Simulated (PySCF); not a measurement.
## Electronic structure of C2H11NSi2 (SMILES N[SiH2]CC[SiH3]) in real space

The calculation's input:

```
{"job": {"kind": "nmr", "xc": "PBE0", "basis": "pcSseg-1"}, "charge": 0, "multiplicity": 1}
N     -2.870540    -0.009096    -0.286188
Si    -1.391796     0.323280     0.537331
C     -0.069408    -0.682126    -0.383288
C      1.271356    -0.787521     0.341590
Si     2.251321     0.834037     0.461877
H     -3.110691    -0.962523    -0.504451
H     -3.697730     0.492809    -0.008919
H     -1.371083    -0.049567     1.965204
H     -1.215690     1.770190     0.405053
H      0.089634    -0.249955    -1.372845
H     -0.453895    -1.692279    -0.554923
H      1.103685    -1.184100     1.345711
H      1.895926    -1.526170    -0.171679
H      3.522646     0.552627     1.137961
H      2.529634     1.343282    -0.883777
H      1.509029     1.836055     1.227416
```

Launched as:

```sh
OMP_NUM_THREADS=1 python probes_run.py task.json out
```

Geometry: GFN2-xTB.

All numbers below come from PySCF 2.14.0, PBE0/pcSseg-1, SCF density, gas phase, non-relativistic.

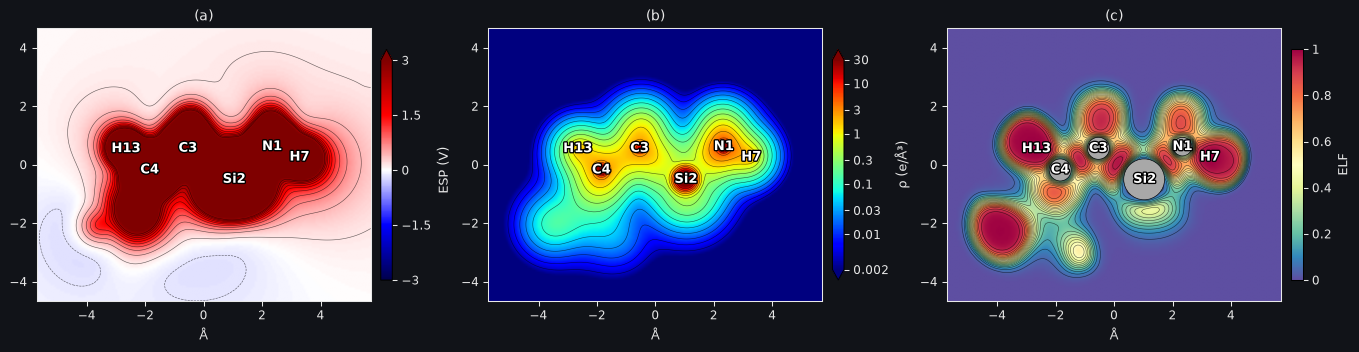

Figure 1. (a) molecular electrostatic potential; (b) electron density; (c) electron localisation function on the plane of atoms Si2, N1 and H7. Grey discs cover the atomic cores in the ELF map.

> What does the map show?

- The plane passes through N, Si, C and H nuclei.
- C–C (1.53 Å): the density is about 1.6 e/Å³ at the midpoint; the ELF peaks at about 0.95 between the atoms, as expected for localised, covalent bonding.
- Si–N (1.72 Å): ρ at the midpoint is about 1.1 e/Å³; the ELF peaks at about 0.90 between the atoms (a polar covalent bond).
- C–Si (1.90 Å): ρ at the midpoint is about 0.93 e/Å³; the ELF peaks at about 0.95 between the atoms: a shared electron pair.
- N–H (1.01 Å): the density is about 2.8 e/Å³ at the midpoint; the ELF climbs to about 1 towards the hydrogen, as it does in any bond to H; an ordinary covalent bond to hydrogen.
- C–H (1.10 Å): ρ at the midpoint is about 1.9 e/Å³; the ELF climbs to about 1 towards the hydrogen (an ordinary covalent bond to hydrogen).
- The potential has no marked negative region in this plane.

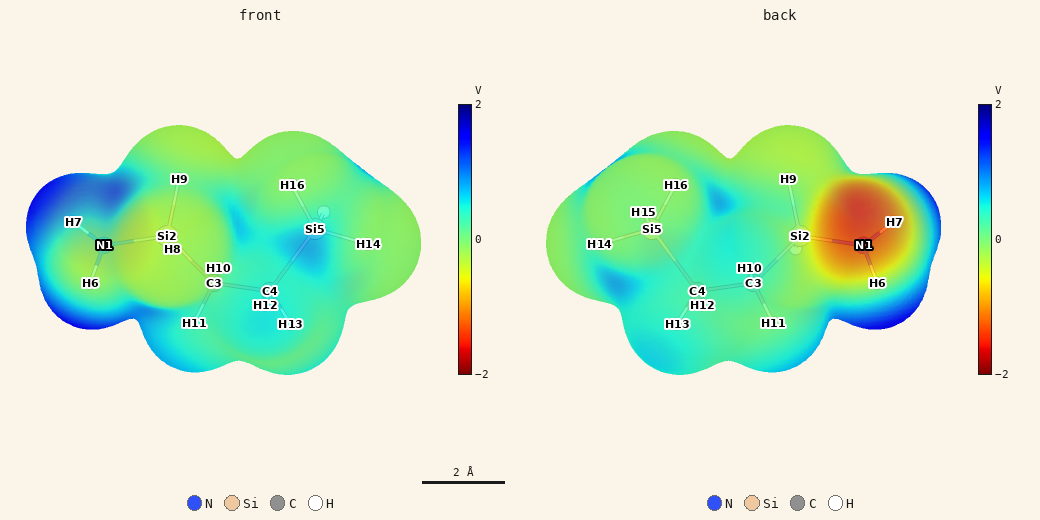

Figure 2. The electrostatic potential painted on the density surface at 0.002 e/bohr³, seen from the front and from behind; the colour scale runs from red (negative) to blue (positive).

> Describe the electrostatic potential map.

The most negative region (about −1.4 V) lies over N1, the most positive (about +1.6 V) over H6 and H7. N1 is the likeliest acceptor of a hydrogen bond.
